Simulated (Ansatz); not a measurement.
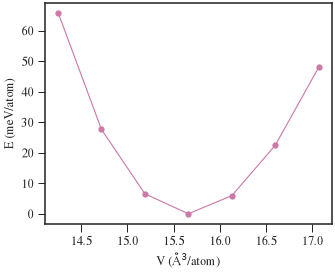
*Ti5Ge3 in space group P6_3/mcm (No. 193; Ge on 6g, Ti on 4d, Ti on 6g) under volume change, PBEsol in the plane-wave PAW code Ansatz, shape and atoms relaxed at each volume.*

What does a third-order Birch–Murnaghan fit give for V₀, B₀ and B′?

V₀ = 15.66 Å³/atom, B₀ = 141 GPa, B′ = 4.3.

The workflow started from an entry of the Crystallography Open Database (COD). Whether it is the stable phase at ambient conditions was not checked. The PBEsol relaxation kept the symmetry of its start; whether a distortion lowers the energy is not shown. No spin polarisation was allowed.

Potentials: the later of the program's two PAW sets.
